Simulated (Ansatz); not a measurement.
System: BClH2OSi (SMILES O=B[SiH2]Cl).

```xyz
6

B    -2.1761   -0.7158   -0.4779
Cl   -4.7161    0.9185   -1.7695
O    -1.8515   -1.7768   -0.0115
Si   -2.7121    1.0454   -1.2513
H    -1.8970    1.3234   -2.4601
H    -2.5223    2.1103   -0.2348
```

Geometry: B3LYP-D3(BJ)/def2-SVP.

All numbers below come from isolated molecule in a Gaussian basis; Kohn-Sham density functional theory, functional PBE0 (Ansatz).

What will maps of the electron density and electron localisation function show?

B–O (1.20 Å): ρ is about 3.1 e/Å³ halfway; the ELF peaks at about 0.85 between the atoms, as expected for a short, strongly polar bond.
Si–B (2.00 Å): the density is about 0.8 e/Å³ at the midpoint; the ELF peaks at about 1 between the atoms; localised, covalent bonding.
Si–Cl (2.07 Å): ρ at the midpoint is about 0.87 e/Å³; the ELF peaks at about 0.85 between the atoms: a polar covalent bond.

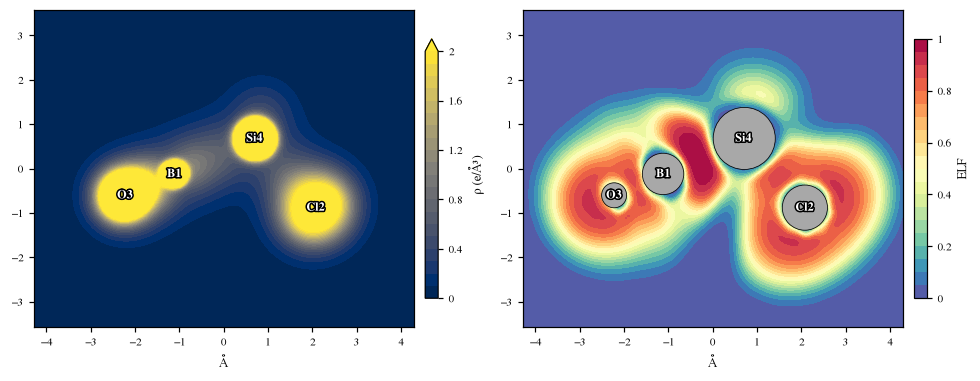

Computed electron density and electron localisation function on the plane of atoms B1, Si4 and Cl2, in this order. Grey discs cover the atomic cores in the ELF map. 
